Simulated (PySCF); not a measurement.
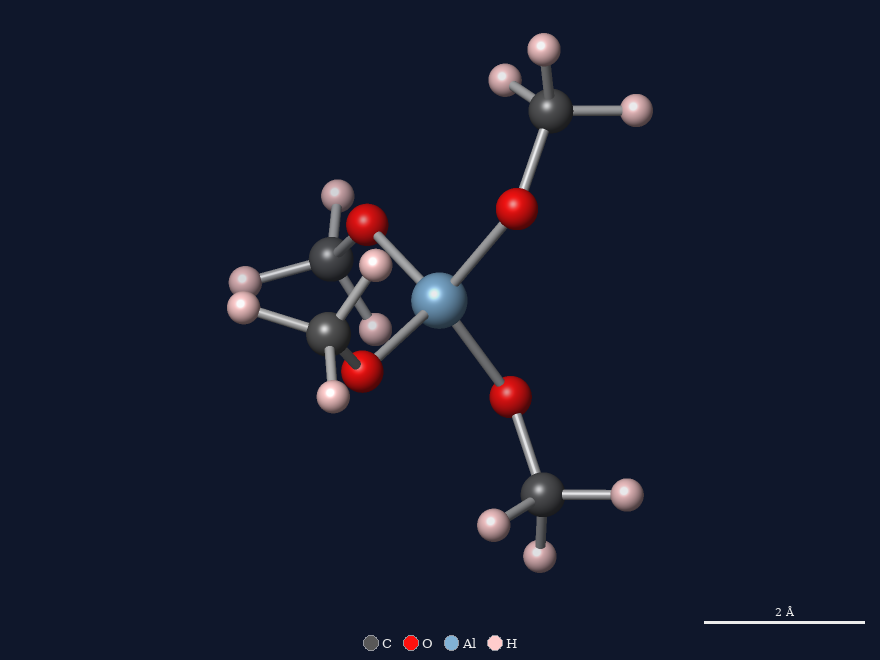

The picture shows a molecular structure as a ball-and-stick model.

The species has charge −1 and is a spin singlet. The geometry was computed by an optimisation with PBE0-D3(BJ)/def2-SVP. No frequency run is at hand to confirm it as a minimum.

Identify the structure.

The species is C₄H₁₂AlO₄⁻. SMILES: `C[O][Al-]([O]C)([O]C)[O]C`. Coordination: 4 C tetrahedral; 4 O bent; 1 Al tetrahedral.

The parts below concern this one geometry. Atoms keep their numbers from picture to picture.

Shape

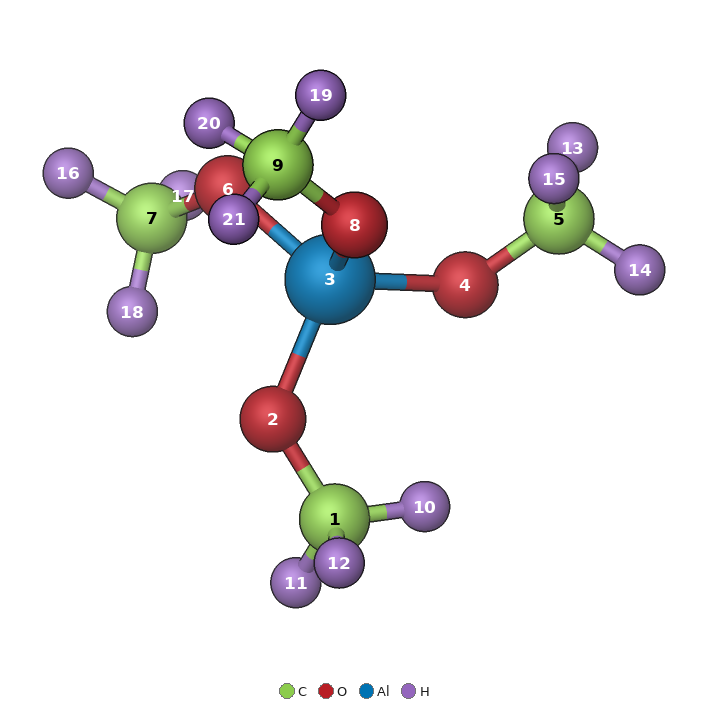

No frequency run is at hand to confirm it as a minimum.

Which atoms are bonded, and how long are the bonds? Leave out bonds to hydrogen.

```json
{"bond": "C1–O2", "length (Å)": "1.370"}
{"bond": "O2–Al3", "length (Å)": "1.764"}
{"bond": "Al3–O4", "length (Å)": "1.764"}
{"bond": "Al3–O6", "length (Å)": "1.764"}
{"bond": "Al3–O8", "length (Å)": "1.764"}
{"bond": "O4–C5", "length (Å)": "1.370"}
{"bond": "O6–C7", "length (Å)": "1.370"}
{"bond": "O8–C9", "length (Å)": "1.369"}
```

NMR shielding

The questions are on isotropic NMR shieldings of the H atoms. No frequency run is at hand to confirm it as a minimum. Properties computed with GIAO HF/pcSseg-1 NMR shielding, non-relativistic, gas phase (PySCF 2.14.0).

> Which H atom is the most shielded (lowest chemical shift)?

H11, H14, H16, H19 (28.73 ppm).

> Which H atom is the least shielded (highest chemical shift)?

H10, H15 (28.20 to 28.23 ppm).

> How wide is the range of H shifts?

0.53 ppm.

Give the isotropic NMR shieldings of the H atoms atom by atom.

```csv
atom,σ (ppm)
H10,28.23
H11,28.73
H12,28.69
H13,28.69
H14,28.73
H15,28.20
H16,28.73
H17,28.69
H18,28.24
H19,28.73
H20,28.23
H21,28.69
```

Core levels

No frequency run is at hand to confirm it as a minimum. Level of theory: delta-SCF UKS SCAN, pcX-2 on the ionised atom, pcseg-1 elsewhere, spin-free X2C (PySCF 2.14.0).

Give the core-electron binding energies (to vacuum; p and d levels without spin–orbit splitting) of C1 1s, O2 1s, Al3 1s, Al3 2p.

```
atom  level  binding energy (eV)
  C1     1s                287.8
  O2     1s                532.3
 Al3     1s               1561.3
 Al3     2p                 74.7
```

Electronic properties

No frequency run is at hand to confirm it as a minimum. Properties computed with CAM-B3LYP/def2-SVPD, gas phase (PySCF 2.14.0).

> Give the HOMO energy (Kohn–Sham orbital) at this level.

−4.29 eV.

> Give the mean static polarisability at this level.

98.7 bohr³.
